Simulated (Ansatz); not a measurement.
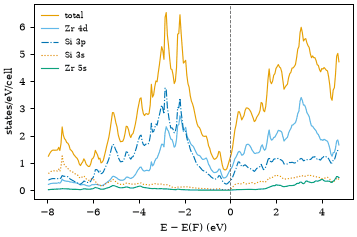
Figure. Total and projected density of states of ZrSi$_{2}$ in space group Cmcm (No. 63; Si on 4c, Si on 4c, Zr on 4c), the program Ansatz at the PBEsol level (PAW)

Task: Which orbitals carry the states next to the Fermi level?

Result: Within 0.5 eV of the Fermi level: Zr 4d 54 %, Si 3p 34 %, Si 3s 7 %. Projections are on Löwdin-orthogonalised atomic valence shells; empty p or d shells of many metals are not among them.

Task: Where is the tallest occupied peak in this window, and what makes it?

Result: Near -2.8 eV, about 6.5 states/eV per cell; the largest projected share is Si 3p.

Symmetry was held in the PBEsol relaxation. The run is not spin-polarised. Scalar-relativistic: spin–orbit coupling is off unless named, which matters more the heavier the elements.

Potentials: the later of the program's two PAW sets.
